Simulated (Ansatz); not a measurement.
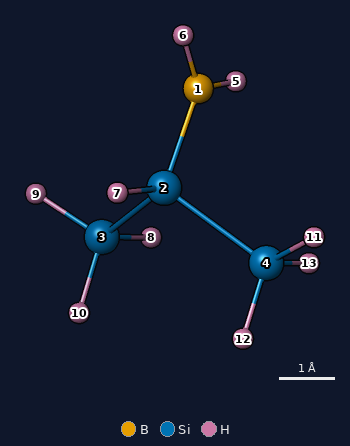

**Figure 1.** The structure (ball-and-stick view, seen at a tilt; atoms are numbered from 1 in the order of the input). Bond lengths as drawn: B–H 1.19 to 1.20 Å, B–Si 1.99 Å, H–Si 1.49 Å and Si–Si 2.35 Å.

Single-point calculation of BSi3H9

System: BSi3H9.
Method: RKS PBE0-D4/def2-TZVPP (Ansatz 0.2.0).

The geometry comes from this level: PBE0-D4/def2-TZVP.

**Input**
```yaml
crystal:
  periodic: [false, false, false]
  atoms:
    - {symbol: B, position_ang: [-0.295504, 1.876568, -1.032699]}
    - {symbol: Si, position_ang: [0.433114, 0.065839, -0.650436]}
    - {symbol: Si, position_ang: [1.388364, 0.083356, 1.491183]}
    - {symbol: Si, position_ang: [-1.361318, -1.435039, -0.485128]}
    - {symbol: H, position_ang: [-1.095611, 2.344089, -0.275724]}
    - {symbol: H, position_ang: [0.024920, 2.525626, -1.983316]}
    - {symbol: H, position_ang: [1.426614, -0.453675, -1.633842]}
    - {symbol: H, position_ang: [0.356174, 0.493674, 2.480488]}
    - {symbol: H, position_ang: [2.531024, 1.032647, 1.573620]}
    - {symbol: H, position_ang: [1.878011, -1.276811, 1.843251]}
    - {symbol: H, position_ang: [-2.122168, -1.522356, -1.760760]}
    - {symbol: H, position_ang: [-0.860249, -2.792914, -0.140186]}
    - {symbol: H, position_ang: [-2.282871, -0.975605, 0.588249]}
basis:
  gaussian: {orbitals: def2-TZVPP}
hamiltonian: {xc: pbe0, dispersion: d4}
output: {orbitals: {seedname: orbitals}}
```

Command:
```bash
ansatz run in.yaml --threads 4 --pin off --events-out ev --progress --plain --max-ram 10444MiB
```

**Log**
```
Functional definition: PBE0
  name "PBE0"
  cite "Adamo & Barone, J. Chem. Phys. 110, 6158 (1999) doi:10.1063/1.478522"
  cite "Perdew, Burke & Ernzerhof, Phys. Rev. Lett. 77, 3865 (1996) doi:10.1103/PhysRevLett.77.3865"
  parent pbe
  parameter a = 0.25
  parameter kappa = 0.804
  parameter beta = 0.06672455060314922
  exchange = (1 - a)*pbe_x(kappa = kappa, mu = beta*pi^2/3) + a*exact_x
  correlation = pbe_c(beta = beta)
1573 factors; their error is unknown
mean field evaluation 1: about -24443.0244 eV, gradient 2.0e1 eV
mean field evaluation 2: about -24443.6590 eV, gradient 1.4e1 eV
mean field evaluation 4: about -24444.3277 eV, gradient 9.4e-1 eV
mean field evaluation 8: about -24444.3719 eV, gradient 2.9e-1 eV
mean field evaluation 16: about -24444.3720 eV, gradient 2.2e-5 eV
mean field -24444.37196962 eV, -898.3141008931 hartree, gradient 2.2e-5 eV, S^2 0.000000; 0 other end points of the search recorded, 0 dependent functions left out
reference -24444.37201237 eV, -898.3141024643 hartree; 28, 28 occupied and 255, 255 virtual orbitals, 1573 factors
Total energy: -24444.64348068 eV, -898.3240787407 hartree
```

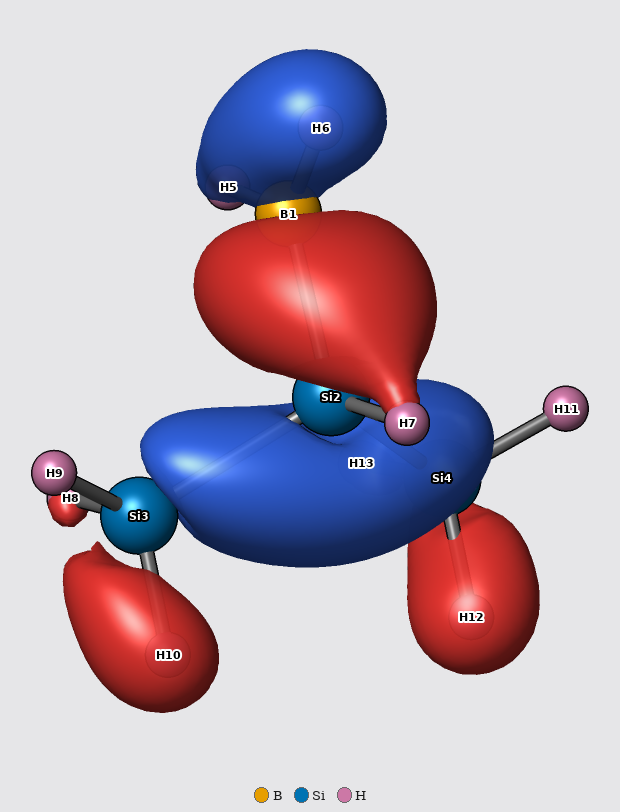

**Figure 2.** The HOMO at ±0.1 Å⁻³ᐟ² (red and blue are the two phases), seen at a tilt. By Hirshfeld shares it lies mainly on Si2 (30 %), B1 (25 %), Si3 (10 %) and Si4 (10 %). Its energy is −8.01 eV.

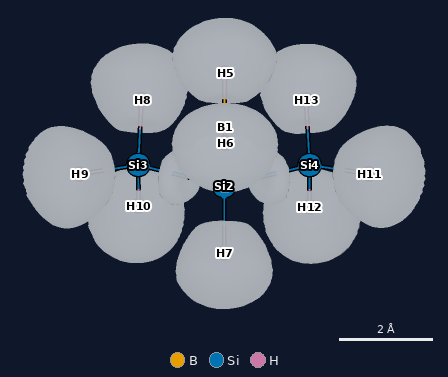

**Figure 3.** Isosurface of the ELF at 0.9 (grey), seen from the side. Only the valence region is drawn (cores and ρ < 0.01 e/Å³ removed). The ELF exceeds this value in one region between bonded B–Si atoms (shared pairs), two regions between bonded Si–Si atoms (shared pairs) and nine regions around hydrogen nuclei. Along the contacts the grid gives the following. Si–B (1.99 Å): the ELF peaks at about 1 between the atoms, which marks a shared electron pair.

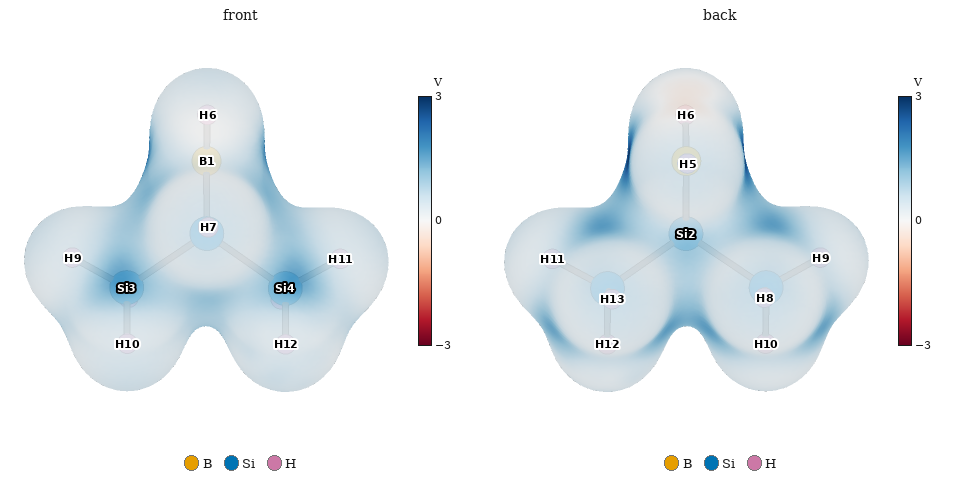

**Figure 4.** The molecular electrostatic potential painted on the density surface at 0.004 e/bohr³, seen face on and from behind; red is negative and blue positive. A positive charge is drawn to the negative regions and a negative charge to the positive ones.

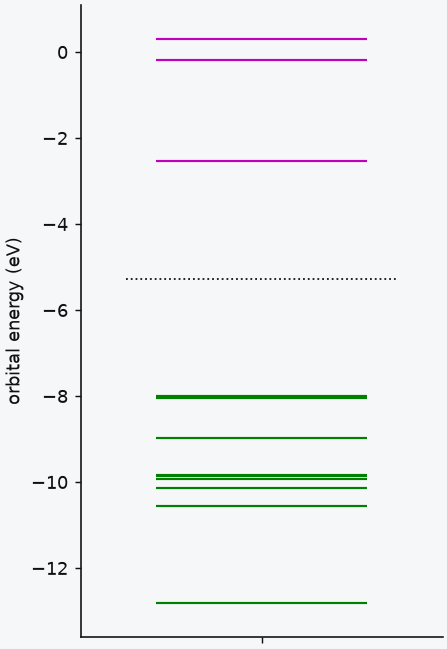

**Figure 5.** Orbital energies near the frontier; the dotted line parts filled from empty levels, and levels within 0.02 eV of each other stand side by side. Highest filled −8.01 eV, lowest empty −2.53 eV, 5.48 eV apart.

**Key numbers**

```tsv
quantity	value
outcome	converged
total energy	−24444.6435 eV
mean-field energy	−24444.3720 eV
dispersion energy	−0.2715 eV
SCF solution under orbital rotations	stable
HOMO	−8.01 eV
LUMO	−2.53 eV
hardware	4 threads of Arm Neoverse V2, 23 GiB of memory available, shared host
wall time	3.2 s (CPU time 12 s)
peak memory	0.8 GiB
```
